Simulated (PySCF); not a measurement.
## Excited-state calculation, with input and output: C₄H₈OSSi

The run: excited-state calculation of C₄H₈OSSi. Method and program: TDDFT CAM-B3LYP/def2-SVPD, vertical, gas phase, core orbitals frozen in the response (PySCF 2.14.0).

The geometry comes from this level: GFN2-xTB. It belongs to a series of runs on one base structure; here: H on O replaced by vinyl.

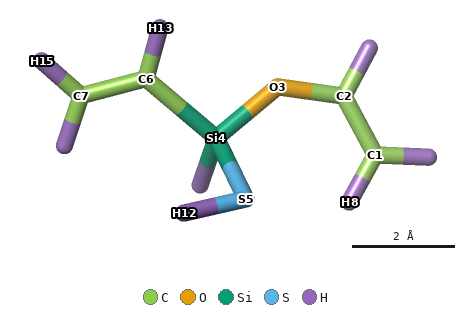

The input geometry (stick view, seen at a tilt; atoms are numbered from 1 in the order of the input).

**Input file**
```
{"job": {"kind": "uv", "xc": "CAM-B3LYP", "basis": "def2-SVPD", "nstates": 8, "ntriplets": 3}, "charge": 0, "multiplicity": 1}
C      2.842222    -0.926578    -0.461825
C      2.366833     0.166649     0.102461
O      1.083147     0.578032     0.083658
Si    -0.283037    -0.055988    -0.515894
S     -0.547047    -2.054715     0.274055
C     -1.604477     1.091611     0.152352
C     -2.810729     1.212146    -0.376699
H      2.205417    -1.606678    -0.999048
H      3.883932    -1.174677    -0.388876
H      2.993192     0.858990     0.652690
H     -0.249466    -0.177943    -1.970522
H     -1.858743    -2.104746     0.109314
H     -1.360255     1.674766     1.031617
H     -3.104214     0.656585    -1.253129
H     -3.561191     1.870536     0.032279
```

The first line tells a small driver script what to run in PySCF; the rest is the geometry in Å.

Hardware: 1 CPU thread, shared host.

Launched with:
```bash
OMP_NUM_THREADS=1 python <driver script> task.json out
```

**What the program printed**
```
coarse grid: 13640 points
cycle   1  E = -919.4760645494  dE =  9.205e-01  |g| = 6.431e-01  |ddm| = 6.009e+00
cycle   2  E = -919.4640146321  dE =  1.205e-02  |g| = 7.438e-01  |ddm| = 1.952e+00
cycle   3  E = -919.5654761300  dE = -1.015e-01  |g| = 9.899e-02  |ddm| = 9.197e-01
cycle   4  E = -919.5672834279  dE = -1.807e-03  |g| = 3.857e-02  |ddm| = 1.850e-01
cycle   5  E = -919.5676576922  dE = -3.743e-04  |g| = 1.063e-02  |ddm| = 6.848e-02
cycle   6  E = -919.5676850394  dE = -2.735e-05  |g| = 2.354e-03  |ddm| = 1.788e-02
cycle   7  E = -919.5676866738  dE = -1.634e-06  |g| = 3.916e-04  |ddm| = 5.635e-03
final grid: 122688 points
cycle   8  E = -919.6910071844  dE = -2.611e-05  |g| = 2.837e-03  |ddm| = 6.632e-02
cycle   9  E = -919.6910078697  dE = -6.853e-07  |g| = 2.499e-03  |ddm| = 1.037e-02
cycle  10  E = -919.6910093909  dE = -1.521e-06  |g| = 3.879e-04  |ddm| = 3.313e-03
cycle  11  E = -919.6910094158  dE = -2.489e-08  |g| = 1.783e-04  |ddm| = 6.187e-04
cycle  12  E = -919.6910094228  dE = -6.944e-09  |g| = 2.676e-05  |ddm| = 3.466e-04
cycle  13  E = -919.6910094230  dE = -2.028e-10  |g| = 1.224e-05  |ddm| = 6.519e-05
```

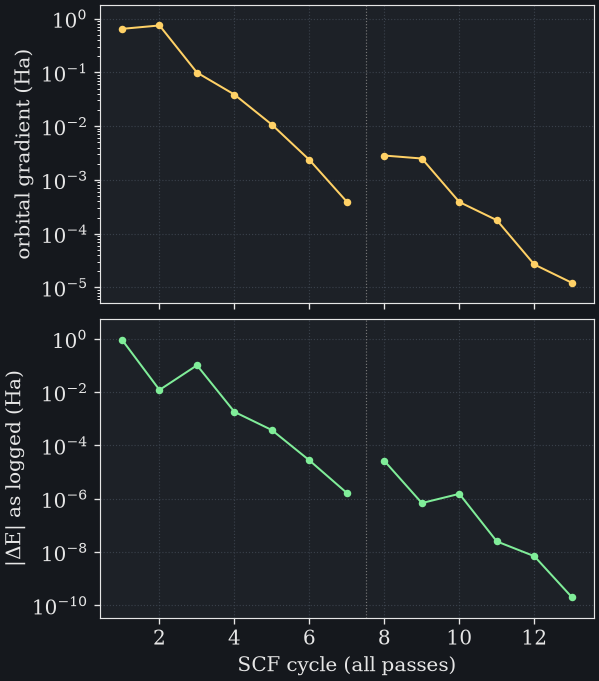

Convergence of the self-consistent field: orbital gradient and size of the energy change against the SCF cycle. The dotted line marks the change from a coarse to the final integration grid. The first 7 cycles use a coarse grid, the final grid takes over at cycle 8, and the field converges after 13 cycles in all.

```
converged SCF energy = -919.6910094230

Static polarisability (au): isotropic 97.215, principal 78.819 92.412 120.414

Singlet excitations
state   eV       nm        f      main configurations
  1   5.8083    213.5   0.01622   H-1->L 0.56, H->L 0.23
  2   6.2570    198.2   0.01393   H-1->L+1 0.41, H->L+1 0.23
  3   6.4525    192.1   0.06274   H->L 0.57, H-1->L 0.28
  4   6.7295    184.2   0.01725   H->L+2 0.33, H-1->L+1 0.20, H-1->L+2 0.18
  5   6.8022    182.3   0.04912   H->L+2 0.23, H-1->L+2 0.21, H->L+1 0.19
  6   6.8519    180.9   0.05980   H-3->L 0.23, H-2->L 0.22, H-1->L+2 0.21
  7   7.0198    176.6   0.30192   H-2->L 0.58, H-1->L+3 0.12
  8   7.1436    173.6   0.06053   H->L+3 0.28, H->L+1 0.15, H->L+4 0.10

Triplet excitations (Tamm-Dancoff, eV): 4.2831 4.4149 5.5222
```

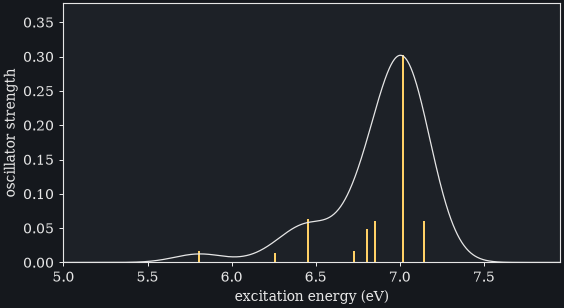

Computed excitations as sticks (degenerate states added up, dark ones marked on the axis), with a Gaussian envelope of 0.35 eV full width at half maximum, scaled to the tallest. Of the 8 states the lowest lies at 5.81 eV (f = 0.016); the strongest line is at 7.02 eV, or 177 nm (f = 0.302).

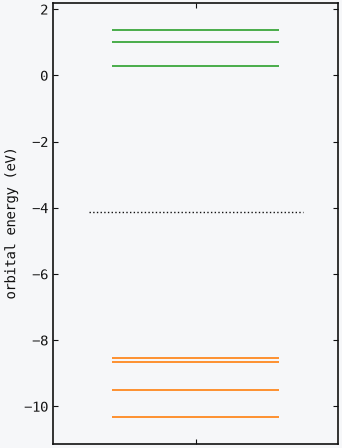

Orbital energies near the frontier; the dotted line parts filled from empty levels, and levels within 0.02 eV of each other stand side by side. Highest filled −8.53 eV, lowest empty 0.29 eV, 8.82 eV apart.

**Results in brief**

- outcome: converged
- total energy: −919.691009 hartree
- HOMO: −8.53 eV
- LUMO: 0.29 eV
- dipole moment: 1.44 D
- mean polarisability: 97.22 a.u.
- lowest singlet excitation: 5.81 eV
- wall time: 1.8 min
- peak memory: 0.99 GiB
